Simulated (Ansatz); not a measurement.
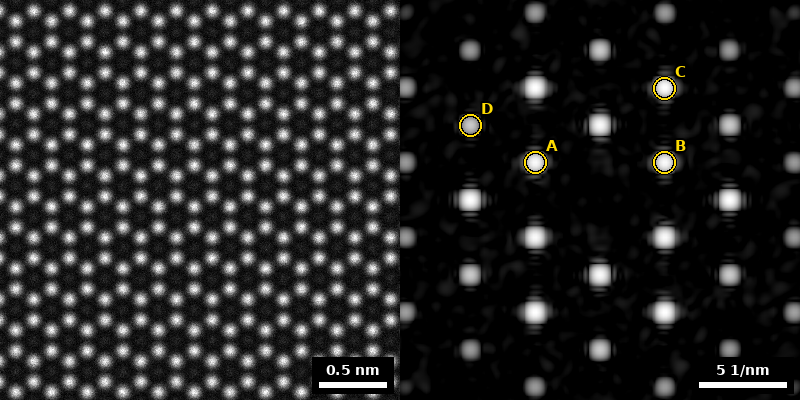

Z-contrast image of a crystal. Simulated incoherent Z contrast: every atom adds Z^1.6 spread by a probe of 0.71 Å full width; channelling and multiple scattering are left out. The display is stretched by a gamma of 0.8; percentages refer to the linear signal. Shot noise was added.

The right panel is the modulus of the image's Fourier transform on a logarithmic scale.

**Which lattice spacings do the marked spots stand for, and what angle do A and B enclose?**

A: 2.3 Å, B: 2.3 Å, C: 1.3 Å, D: 1.2 Å; A and B enclose about 120°.

The crystal is Zn$_{2}$C$_{3}$ (P-3m1, No. 164) along [001]; the spots are (0 -1 0), (-1 1 0), (-2 1 0) and (0 -2 0). Structure: the geometry relaxed with Ansatz 0.2.0, DFT PBE, scalar-relativistic, plane waves, PAW; the starting structure was generated, so it need not be a known form of this composition.
